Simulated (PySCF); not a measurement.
Pb(OMe)(NH2), CH5NOPb, SMILES [O]([Pb][NH2])C at its B3LYP/def2-SVP optimised geometry (Å):

```
9

Pb    -1.4747    -1.4009     0.0000
O      0.6582    -1.4009     0.0000
C      1.4815    -0.2770     0.0037
H      1.3429     0.3707     0.8975
H      2.5449    -0.5891     0.0011
H      1.3405     0.3782    -0.8842
N     -1.6605     0.7476     0.0000
H     -0.8797     1.4009    -0.0022
H     -2.5449     1.2520    -0.0069
```

Computed with B3LYP/def2-TZVP, def2 effective core potentials past Kr run with PySCF 2.14.0. The core electrons that the potentials of Pb replace are not part of the density. Cells within 0.4 Å of a nucleus heavier than hydrogen are left out (blank, or x).

Map of the Laplacian of the electron density (e/bohr⁵), clipped to [-1.50, 1.50] on the plane z = 0.0 Å:

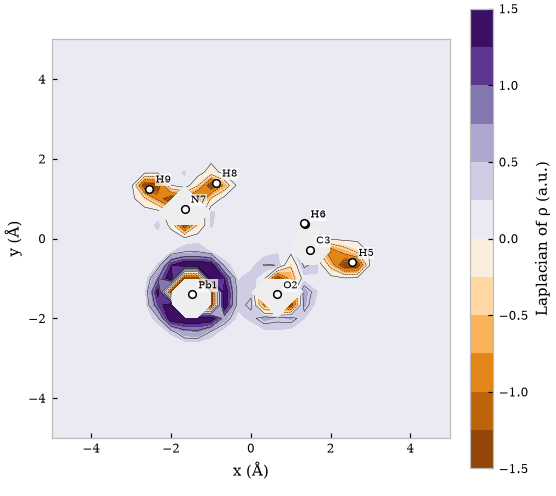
Laplacian of the electron density (e/bohr⁵), clipped to [-1.50, 1.50] on the plane z = 0.0 Å.
